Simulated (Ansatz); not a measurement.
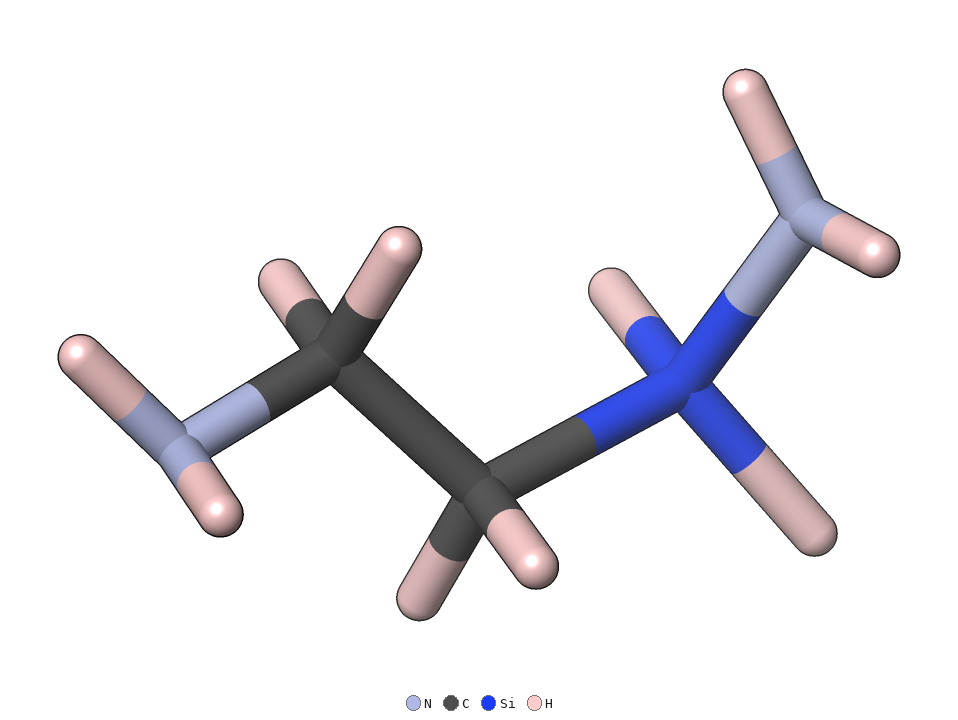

The geometry was computed by an optimisation with PBE-D4/def2-SVP. No frequency run is at hand to confirm it as a minimum. Properties computed with RKS PBE-D4/def2-SVP (Ansatz 0.2.0).

**What is the dispersion correction?**

−27.6 kJ/mol.

**Give the dipole moment at this level.**

2.68 D.
